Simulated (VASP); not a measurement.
# FeGe: the relaxed cell at several levels, part 3 of 4

Which functional gives the lattice of FeGe as experiment finds it, and is a dearer one worth its cost? The start is a cell from a database of measured crystal structures.

VASP 6.6.1, plane waves and PAW; the level of theory is named at each step.

Still holding for the runs below: The magnetic state follows from one typed start and may not be the lowest. The k-mesh is coarse for a metal.

So far. Step 2 (Relaxation with LDA): It ends with a largest force of 0.003 eV/Å and a pressure of 0.00 GPa. The volume lies -8.9 % from that of the database's start, which holds the thermal and zero-point expansion of its experiment. LDA is known to overbind. The conventional cell has a = 4.545 Å. The moments are lost on the way, which shrinks a magnet's cell; a magnetic solution may have been missed. Step 3 (Relaxation with PBEsol): It ends at 12.16 Å³/atom, -5.6 % from the start, with -0.01 GPa left.

### Step 4. Relaxation with PBE

This step: PBE, spin-polarised from a ferromagnetic start; plane waves and PAW (Fe, Ge_d) (VASP 6.6.1).

PBE, the usual starting point, adds the gradient of the density.

Input file INCAR:

```
SYSTEM = FeGe
PREC = Accurate
ENCUT = 520
EDIFF = 1E-06
NELM = 100
ISMEAR = -1
SIGMA = 0.05
LREAL = .FALSE.
ALGO = Normal
GGA = PE
NBANDS = 65
ISPIN = 2
MAGMOM = 3 3 3 3 0 0 0 0
LASPH = .TRUE.
LMAXMIX = 4
LORBIT = 11
LWAVE = .FALSE.
LCHARG = .FALSE.
KPAR = 8
IBRION = 2
NSW = 60
ISIF = 3
EDIFFG = -0.01
```

Input file POSCAR:

```
FeGe
1.0
    4.6890000000      0.0000000000      0.0000000000
    0.0000000000      4.6890000000      0.0000000000
    0.0000000000      0.0000000000      4.6890000000
Fe Ge
4 4
Direct
    0.1350000000      0.1350000000      0.1350000000
    0.3650000000      0.8650000000      0.6350000000
    0.6350000000      0.3650000000      0.8650000000
    0.8650000000      0.6350000000      0.3650000000
    0.8420000000      0.8420000000      0.8420000000
    0.6580000000      0.1580000000      0.3420000000
    0.3420000000      0.6580000000      0.1580000000
    0.1580000000      0.3420000000      0.6580000000
```

Input file KPOINTS:

```
Automatic mesh
0
Gamma
5 5 5
0 0 0
```

Potentials, in the order of the species: Fe and Ge_d (PBE family, release 64).

The run is started by

```console
mpirun -np 8 vasp_std
```

The log of the run:

```text
[banner, memory and clock lines left out]
running    8 mpi-ranks, on    1 nodes
[...]
[... a notice as in an earlier step ...]

 LDA part: xc-table for (Slater+PW92), standard interpolation
 POSCAR, INCAR and KPOINTS ok, starting setup
[...]
entering main loop
       N       E                     dE             d eps       ncg     rms          rms(c)
DAV:   1     0.975187240251E+03    0.97519E+03   -0.34167E+04  3612   0.362E+03
DAV:   2     0.155067493337E+03   -0.82012E+03   -0.75543E+03  2860   0.865E+02
DAV:   3    -0.393197762209E+02   -0.19439E+03   -0.18160E+03  2876   0.240E+02
DAV:   4    -0.560064963375E+02   -0.16687E+02   -0.16380E+02  3206   0.805E+01
[...]
DAV:  13    -0.518319664820E+02    0.96571E-05   -0.30774E-05  3452   0.373E-02    0.260E-02
DAV:  14    -0.518319733303E+02   -0.68483E-05   -0.13638E-05  2773   0.266E-02    0.132E-02
DAV:  15    -0.518319730229E+02    0.30744E-06   -0.12535E-06  1762   0.106E-02
   1 F= -.51831973E+02 E0= -.51803332E+02  d E =-.518320E+02  mag=     4.2801
[... from here on, the cycles between the ionic steps are left out ...]
   2 F= -.51832387E+02 E0= -.51805274E+02  d E =-.414385E-03  mag=     4.1758
   3 F= -.51843902E+02 E0= -.51816184E+02  d E =-.119293E-01  mag=     4.2243
   4 F= -.51843888E+02 E0= -.51816155E+02  d E =-.119153E-01  mag=     4.2252
   5 F= -.51843955E+02 E0= -.51816222E+02  d E =-.670925E-04  mag=     4.2237
   6 F= -.51843962E+02 E0= -.51816229E+02  d E =-.735678E-04  mag=     4.2234
[...]
reached required accuracy - stopping structural energy minimisation
```

It took 64 s on 8 MPI ranks of Intel Xeon 6975P-C (Granite Rapids), shared host; peak memory 2.9 GiB; 8 min of CPU time.

Parts of OUTCAR (step 4):

```text
  Total       -0.0047314     -0.0047314     -0.0047314      0.0000000      0.0000000      0.0000000
  in kB       -0.0745952     -0.0745952     -0.0745952      0.0000000      0.0000000      0.0000000
  external PRESSURE =      -0.0745952 kB  Pullay stress =       0.0000000 kB

 POSITION                                       TOTAL-FORCE (eV/Angst)
 -----------------------------------------------------------------------------------
      0.62951      0.62951      0.62951        -0.000086     -0.000086     -0.000086
      1.70377      4.03704      2.96278         0.000086      0.000086     -0.000086
      2.96278      1.70377      4.03704        -0.000086      0.000086      0.000086
      4.03704      2.96278      1.70377         0.000086     -0.000086      0.000086
      3.92812      3.92812      3.92812        -0.004444     -0.004444     -0.004444
      3.07171      0.73843      1.59484         0.004444      0.004444     -0.004444
      1.59484      3.07171      0.73843        -0.004444      0.004444      0.004444
      0.73843      1.59484      3.07171         0.004444     -0.004444      0.004444
 -----------------------------------------------------------------------------------
    total drift:                               -0.000000      0.000000      0.000000

  FREE ENERGIE OF THE ION-ELECTRON SYSTEM (eV)
  ---------------------------------------------------
  free  energy   TOTEN  =       -51.8439618892 eV

  energy  without entropy=      -51.7884955512  energy(sigma->0) =      -51.81622872

 magnetization (x)
# of ion       s       p       d       tot
------------------------------------------
    1       -0.000  -0.005   1.176   1.170
    2       -0.000  -0.005   1.176   1.170
    3       -0.000  -0.005   1.176   1.170
    4       -0.000  -0.005   1.176   1.170
    5       -0.012  -0.062  -0.006  -0.079
    6       -0.012  -0.062  -0.006  -0.079
    7       -0.012  -0.062  -0.006  -0.079
    8       -0.012  -0.062  -0.006  -0.079
--------------------------------------------------
tot         -0.048  -0.269   4.680   4.363

[... 2 parts as in an earlier step ...]

[... 2 further parts left out ...]
[key lines of the parts left out:]
E-fermi :   8.1756
```

Relaxation path:

| step | energy less that of the first step (eV) | largest force (eV/Å) | pressure (GPa) | volume (Å³) |
| --- | --- | --- | --- | --- |
| 1 | 0.0000 | 0.0551 | -2.47 | 103.10 |
| 2 | -0.0004 | 0.0716 | 2.39 | 100.16 |
| 3 | -0.0119 | 0.0214 | 0.02 | 101.63 |
| 4 | -0.0119 | 0.0222 | -0.25 | 101.66 |
| 5 | -0.0120 | 0.0101 | 0.09 | 101.63 |
| 6 | -0.0120 | 0.0077 | -0.01 | 101.62 |

| conventional cell, symmetrised | before | after | change |
| --- | --- | --- | --- |
| a (Å) | 4.689 | 4.667 | -0.5 % |
| b (Å) | 4.689 | 4.667 | -0.5 % |
| c (Å) | 4.689 | 4.667 | -0.5 % |
| volume (Å³/atom) | 12.89 | 12.70 | -1.4 % |

Final coordinates:

```cif
data_structure
_symmetry_space_group_name_H-M 'P 1'
_symmetry_Int_Tables_number 1
_cell_length_a 4.6666
_cell_length_b 4.6666
_cell_length_c 4.6666
_cell_angle_alpha 90.000
_cell_angle_beta 90.000
_cell_angle_gamma 90.000
_cell_volume 101.62
loop_
_atom_site_label
_atom_site_type_symbol
_atom_site_fract_x
_atom_site_fract_y
_atom_site_fract_z
_atom_site_occupancy
Fe1 Fe 0.13490 0.13490 0.13490 1
Fe2 Fe 0.36510 0.86510 0.63490 1
Fe3 Fe 0.63490 0.36510 0.86510 1
Fe4 Fe 0.86510 0.63490 0.36510 1
Ge5 Ge 0.84176 0.84176 0.84176 1
Ge6 Ge 0.65824 0.15824 0.34176 1
Ge7 Ge 0.34176 0.65824 0.15824 1
Ge8 Ge 0.15824 0.34176 0.65824 1
```

Spin moment in the PAW sphere by atom:

| atom | spin moment in the PAW sphere (μB) |
| --- | --- |
| Fe1 | 1.17 |
| Fe2 | 1.17 |
| Fe3 | 1.17 |
| Fe4 | 1.17 |
| Ge5 | -0.08 |
| Ge6 | -0.08 |
| Ge7 | -0.08 |
| Ge8 | -0.08 |

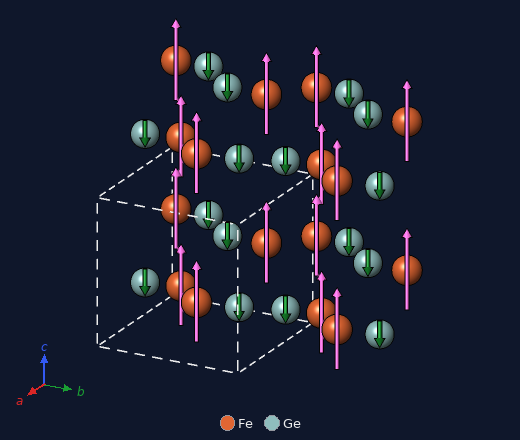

Spin moment in the PAW sphere as arrows, the longest 1.17 μB. Up and down stand for the sign. Arrows give size and sign along the axis of quantisation, drawn up and down the page. Each arrow also spans its atom, so small moments look longer than they are. The two directions have two colours. 1×2×2 cells are drawn.

It ends at 12.70 Å³/atom, -1.4 % from the start, with -0.01 GPa left. The conventional cell has a = 4.667 Å. Against its usual tendency, PBE gives a cell smaller than the listed one. The largest moment is 1.17 μB.

### Step 5. Relaxation with r2SCAN

This step: r2SCAN, spin-polarised from a ferromagnetic start; plane waves and PAW (Fe, Ge_d) (VASP 6.6.1).

r2SCAN adds the kinetic-energy density, costs more than a GGA and is run with LASPH.

INCAR, as its differences from that of step 4:

```diff
@@ -9,3 +9,4 @@
 ALGO = Normal
-GGA = PE
+METAGGA = R2SCAN
+LASPH = .TRUE.
 NBANDS = 65
@@ -13,3 +14,2 @@
 MAGMOM = 3 3 3 3 0 0 0 0
-LASPH = .TRUE.
 LMAXMIX = 4
```

POSCAR is that of step 4.

KPOINTS is that of step 4.

The run is started by

```console
mpirun -np 8 vasp_std
```

The log of the run:

```text
[banner, memory and clock lines left out]
running    8 mpi-ranks, on    1 nodes
[...]
[... a notice as in an earlier step ...]

 [... a notice as in an earlier step ...]

 LDA part: xc-table for (None), standard interpolation
 POSCAR, INCAR and KPOINTS ok, starting setup
[...]
entering main loop
       N       E                     dE             d eps       ncg     rms          rms(c)
DAV:   1     0.944811355365E+03    0.94481E+03   -0.35388E+04  3605   0.375E+03
DAV:   2     0.952684525029E+02   -0.84954E+03   -0.78057E+03  2860   0.897E+02
DAV:   3    -0.107372222587E+03   -0.20264E+03   -0.18832E+03  2869   0.249E+02
DAV:   4    -0.124962637682E+03   -0.17590E+02   -0.17258E+02  3205   0.834E+01
[...]
DAV:  18    -0.112088424180E+03   -0.13804E-05   -0.37507E-06  2584   0.140E-02    0.412E-03
DAV:  19    -0.112088425290E+03   -0.11099E-05   -0.21898E-07  1579   0.502E-03    0.186E-03
DAV:  20    -0.112088425829E+03   -0.53857E-06   -0.13496E-07  1566   0.233E-03
   1 F= -.11208843E+03 E0= -.11206606E+03  d E =-.112088E+03  mag=     7.4768
[... from here on, the cycles between the ionic steps are left out ...]
   2 F= -.11210554E+03 E0= -.11208707E+03  d E =-.171141E-01  mag=     7.9066
   3 F= -.11210652E+03 E0= -.11208891E+03  d E =-.180969E-01  mag=     7.9811
   4 F= -.11210652E+03 E0= -.11208901E+03  d E =-.180948E-01  mag=     7.9896
   5 F= -.11210772E+03 E0= -.11208996E+03  d E =-.120269E-02  mag=     7.9518
   6 F= -.11210774E+03 E0= -.11208995E+03  d E =-.121686E-02  mag=     7.9485
   7 F= -.11210773E+03 E0= -.11208996E+03  d E =-.120871E-02  mag=     7.9502
[...]
reached required accuracy - stopping structural energy minimisation
```

It took 3.3 min on 8 MPI ranks; peak memory 3.1 GiB.

OUTCAR, selected parts (step 5):

```text
  Total       -0.0320834     -0.0320834     -0.0320834      0.0000000      0.0000000     -0.0000000
  in kB       -0.4898402     -0.4898402     -0.4898402      0.0000000      0.0000000     -0.0000000
  external PRESSURE =      -0.4898402 kB  Pullay stress =       0.0000000 kB

 POSITION                                       TOTAL-FORCE (eV/Angst)
 -----------------------------------------------------------------------------------
      0.63485      0.63485      0.63485         0.003476      0.003476      0.003476
      1.72354      4.08193      2.99324        -0.003476     -0.003476      0.003476
      2.99324      1.72354      4.08193         0.003476     -0.003476     -0.003476
      4.08193      2.99324      1.72354        -0.003476      0.003476     -0.003476
      3.98346      3.98346      3.98346         0.005625      0.005625      0.005625
      3.09171      0.73332      1.62507        -0.005625     -0.005625      0.005625
      1.62507      3.09171      0.73332         0.005625     -0.005625     -0.005625
      0.73332      1.62507      3.09171        -0.005625      0.005625     -0.005625
 -----------------------------------------------------------------------------------
    total drift:                                0.000001      0.000001     -0.000000

  FREE ENERGIE OF THE ION-ELECTRON SYSTEM (eV)
  ---------------------------------------------------
  free  energy   TOTEN  =      -112.1077293805 eV

  energy  without entropy=     -112.0721843544  energy(sigma->0) =     -112.08995687

 magnetization (x)
# of ion       s       p       d       tot
------------------------------------------
    1        0.008  -0.013   2.234   2.229
    2        0.008  -0.013   2.234   2.229
    3        0.008  -0.013   2.234   2.229
    4        0.008  -0.013   2.234   2.229
    5        0.002  -0.121  -0.016  -0.134
    6        0.002  -0.121  -0.016  -0.134
    7        0.002  -0.121  -0.016  -0.134
    8        0.002  -0.121  -0.016  -0.134
--------------------------------------------------
tot          0.042  -0.535   8.871   8.377

[... 2 parts as in an earlier step ...]

[... 2 further parts left out ...]
[key lines of the parts left out:]
E-fermi :   8.1217
```

SCAN-type functionals tend to overstate the moments of itinerant magnets.

Relaxation path:

| step | energy less that of the first step (eV) | largest force (eV/Å) | pressure (GPa) | volume (Å³) |
| --- | --- | --- | --- | --- |
| 1 | 0.0000 | 0.2523 | 1.37 | 103.10 |
| 2 | -0.0171 | 0.1119 | 0.10 | 104.75 |
| 3 | -0.0181 | 0.0738 | -0.29 | 105.21 |
| 4 | -0.0181 | 0.0689 | -0.34 | 105.26 |
| 5 | -0.0193 | 0.0115 | -0.01 | 104.95 |
| 6 | -0.0193 | 0.0075 | 0.15 | 104.92 |
| 7 | -0.0193 | 0.0097 | -0.05 | 104.94 |

| conventional cell, symmetrised | before | after | change |
| --- | --- | --- | --- |
| a (Å) | 4.689 | 4.717 | +0.6 % |
| b (Å) | 4.689 | 4.717 | +0.6 % |
| c (Å) | 4.689 | 4.717 | +0.6 % |
| volume (Å³/atom) | 12.89 | 13.12 | +1.8 % |

The atoms that moved most (Å, as changes of fractional coordinates times the final cell):

| atom | dx | dy | dz | length |
| --- | --- | --- | --- | --- |
| Ge5 | 0.012 | 0.012 | 0.012 | 0.021 |
| Ge8 | -0.012 | 0.012 | -0.012 | 0.021 |
| Ge6 | -0.012 | -0.012 | 0.012 | 0.021 |
| Ge7 | 0.012 | -0.012 | -0.012 | 0.021 |

Final coordinates:

```xyz
8
Lattice="4.7168 0.0000 0.0000 0.0000 4.7168 0.0000 0.0000 0.0000 4.7168" Properties=species:S:1:pos:R:3 pbc="T T T"
Fe    0.6348    0.6348    0.6348
Fe    1.7235    4.0819    2.9932
Fe    2.9932    1.7235    4.0819
Fe    4.0819    2.9932    1.7235
Ge    3.9835    3.9835    3.9835
Ge    3.0917    0.7333    1.6251
Ge    1.6251    3.0917    0.7333
Ge    0.7333    1.6251    3.0917
```

Spin moment in the PAW sphere by atom:

| atom | spin moment in the PAW sphere (μB) |
| --- | --- |
| Fe1 | 2.23 |
| Fe2 | 2.23 |
| Fe3 | 2.23 |
| Fe4 | 2.23 |
| Ge5 | -0.13 |
| Ge6 | -0.13 |
| Ge7 | -0.13 |
| Ge8 | -0.13 |

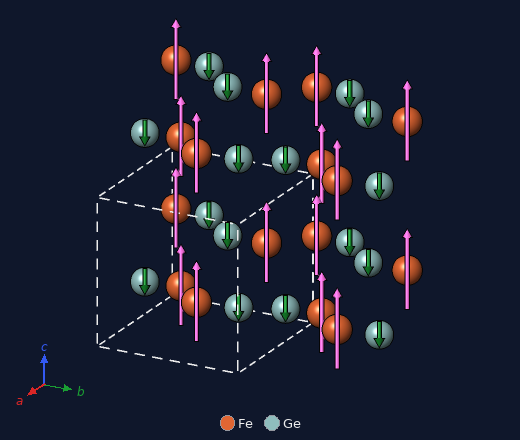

Spin moment in the PAW sphere as arrows, the longest 2.23 μB. Up and down stand for the sign. Arrows give size and sign along the axis of quantisation, drawn up and down the page. Each arrow also spans its atom, so small moments look longer than they are. The two directions have two colours. 1×2×2 cells are drawn.

It ends at 13.12 Å³/atom, +1.8 % from the start, with -0.05 GPa left. The conventional cell has a = 4.717 Å. The largest moment is 2.23 μB.

### Step 6. Relaxation with PBE + D3(BJ)

This step: PBE with D3(BJ), spin-polarised from a ferromagnetic start; plane waves and PAW (Fe, Ge_d) (VASP 6.6.1).

A dispersion term adds the long-range attraction that semilocal functionals lack. D3 with Becke-Johnson damping keeps a finite attraction at short range.

INCAR, as its differences from that of step 5:

```diff
@@ -9,4 +9,4 @@
 ALGO = Normal
-METAGGA = R2SCAN
-LASPH = .TRUE.
+GGA = PE
+IVDW = 12
 NBANDS = 65
@@ -14,2 +14,3 @@
 MAGMOM = 3 3 3 3 0 0 0 0
+LASPH = .TRUE.
 LMAXMIX = 4
```

POSCAR is that of step 5.

KPOINTS is that of step 5.

The run is started by

```console
mpirun -np 8 vasp_std
```

The log of the run:

```text
[... set-up lines as in an earlier step ...]
 entering main loop
       N       E                     dE             d eps       ncg     rms          rms(c)
[... 15 cycles as in an earlier step ...]
   1 F= -.55110951E+02 E0= -.55082310E+02  d E =-.551110E+02  mag=     4.2801
[... from here on, the cycles between the ionic steps are left out ...]
   2 F= -.55098021E+02 E0= -.55070558E+02  d E =0.129306E-01  mag=     3.9332
   3 F= -.55227425E+02 E0= -.55200751E+02  d E =-.116474E+00  mag=     4.1282
   4 F= -.55227445E+02 E0= -.55200785E+02  d E =-.116493E+00  mag=     4.1254
   5 F= -.55229797E+02 E0= -.55203164E+02  d E =-.235239E-02  mag=     4.1259
   6 F= -.55231205E+02 E0= -.55204615E+02  d E =-.376042E-02  mag=     4.1266
   7 F= -.55231292E+02 E0= -.55204716E+02  d E =-.384731E-02  mag=     4.1267
   8 F= -.55231267E+02 E0= -.55204703E+02  d E =0.245393E-04  mag=     4.1341
   9 F= -.55231346E+02 E0= -.55204775E+02  d E =-.536562E-04  mag=     4.1294
  10 F= -.55231389E+02 E0= -.55204871E+02  d E =-.432200E-04  mag=     4.1305
  11 F= -.55231394E+02 E0= -.55204862E+02  d E =-.489694E-04  mag=     4.1302
[...]
reached required accuracy - stopping structural energy minimisation
```

It took 1.8 min on 8 MPI ranks; peak memory 3 GiB; 14 min of CPU time.

OUTCAR, selected parts (step 6):

```text
 Edisp (eV)   -3.44518

 Edisp (eV)   -3.44489

  Total      -0.04906    -0.04906    -0.04906     0.00000     0.00000     0.00000
  in kB      -0.79964    -0.79964    -0.79964     0.00000     0.00000     0.00000
  external pressure =       -0.80 kB  Pullay stress =        0.00 kB

 POSITION                                       TOTAL-FORCE (eV/Angst)
 -----------------------------------------------------------------------------------
      0.63084      0.63084      0.63084         0.000863      0.000863      0.000863
      1.67668      3.98419      2.93835        -0.000863     -0.000863      0.000863
      2.93835      1.67668      3.98419         0.000863     -0.000863     -0.000863
      3.98419      2.93835      1.67668        -0.000863      0.000863     -0.000863
      3.88688      3.88688      3.88688         0.000562      0.000562      0.000562
      3.03567      0.72815      1.57936        -0.000562     -0.000562      0.000562
      1.57936      3.03567      0.72815         0.000562     -0.000562     -0.000562
      0.72815      1.57936      3.03567        -0.000562      0.000562     -0.000562
 -----------------------------------------------------------------------------------
    total drift:                                0.000000      0.000000      0.000000

  FREE ENERGIE OF THE ION-ELECTRON SYSTEM (eV)
  ---------------------------------------------------
  free  energy   TOTEN  =       -55.2313944896 eV

  energy  without entropy=      -55.1783303142  energy(sigma->0) =      -55.20486240

 magnetization (x)
# of ion       s       p       d       tot
------------------------------------------
    1       -0.000  -0.004   1.137   1.134
    2       -0.000  -0.004   1.137   1.134
    3       -0.000  -0.004   1.137   1.134
    4       -0.000  -0.004   1.137   1.134
    5       -0.011  -0.057  -0.005  -0.074
    6       -0.011  -0.057  -0.005  -0.074
    7       -0.011  -0.057  -0.005  -0.074
    8       -0.011  -0.057  -0.005  -0.074
--------------------------------------------------
tot         -0.047  -0.243   4.530   4.240

[... 2 parts as in an earlier step ...]

[... 2 further parts left out ...]
[key lines of the parts left out:]
E-fermi :   8.5530
```

Dispersion corrections of this kind ignore metallic screening and tend to overbind metals.

Spin moment in the PAW sphere by atom:

| atom | spin moment in the PAW sphere (μB) |
| --- | --- |
| Fe1 | 1.13 |
| Fe2 | 1.13 |
| Fe3 | 1.13 |
| Fe4 | 1.13 |
| Ge5 | -0.07 |
| Ge6 | -0.07 |
| Ge7 | -0.07 |
| Ge8 | -0.07 |

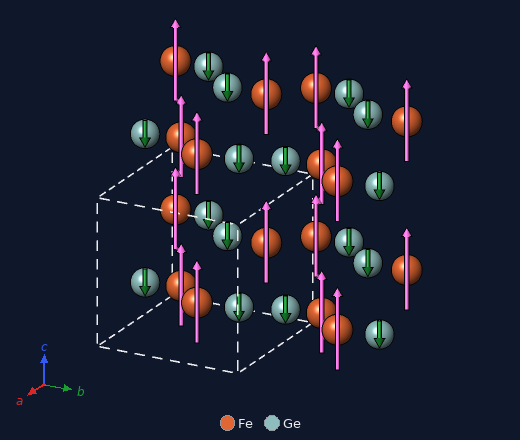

Spin moment in the PAW sphere as arrows, the longest 1.13 μB. Up and down stand for the sign. Arrows give size and sign along the axis of quantisation, drawn up and down the page. Each arrow also spans its atom, so small moments look longer than they are. The two directions have two colours. 1×2×2 cells are drawn.

It ends at 12.29 Å³/atom, -4.7 % from the start, with -0.08 GPa left. The conventional cell has a = 4.615 Å. The largest moment is 1.13 μB. Against plain PBE, the dispersion term moves a by -1.1 %.

(Part 3 of 4 ends here.)

[Lines on the potential files, build, host, timing and source positions are cut from VASP's logs without a mark.]

[Logs are printed without paths, hosts, clocks, repeated set-up lines and the standing remarks that a program may print on its own settings, such as how far it seeks lower states.]

[Hosts, paths, dates, database ids (printed as entryN), source tags and the programs' standing remarks are cut or masked in the printed files.]

[Measured values are set beside computed ones only where the two were judged alike; some that the calculation misses by far are left out.]
